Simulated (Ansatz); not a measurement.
Electronic density of states of amorphous Ge12Sb12Te30C3, density 6.21 g/cm³, on a 2×2×2 Γ-centred mesh with a Gaussian width of 0.1 eV; energies count from the Fermi level, whose place inside the gap is arbitrary. Cell and mesh are small, so fine structure isn't converged. Computed with PBE-D3(BJ), scalar-relativistic without spin-orbit coupling, PAW (Ansatz default set, large-core Te) (plane waves to 420 eV; Ansatz, a program for electronic structure). Sampling: a 2×2×2 Γ-centred mesh; Fermi-Dirac width 0.05 eV; no spin polarisation. So small a spacing is near the smearing width and the bands' dispersion over the mesh, so it is a value of this cell and mesh.

The cell was made by melting and quenching with the CHGNet potential and then relaxed with DFT. The hot cell started wider than the set density and was brought back towards it in steps. It is the lowest in DFT energy of 3 quenches. It is a model cell: composition and starting density were chosen by hand, and all elements were melted together. The geometry includes D3(BJ) dispersion. Its density started from a set value of 5.79 and ended at 6.21 g/cm³. The quench (nominally 130 K/ps over its main leg) was far faster than any real one, so the model tends to hold more defects than a real film. Values belong to this one cell and scatter from quench to quench. Volume and shape were free in the relaxation. On a 2×2×2 Γ-centred mesh force components of up to 0.15 eV/Å stay, since the relaxation ran on one k-point at (1/4, 1/4, 1/4).

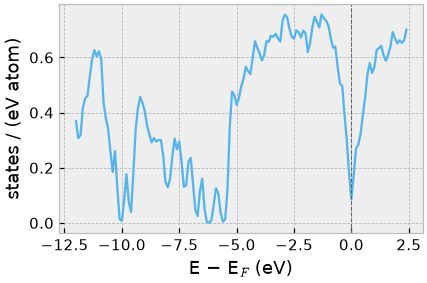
Figure. Density of states per atom

The gap on this mesh is 0.16 eV; the broadening fills part of it in the curve.
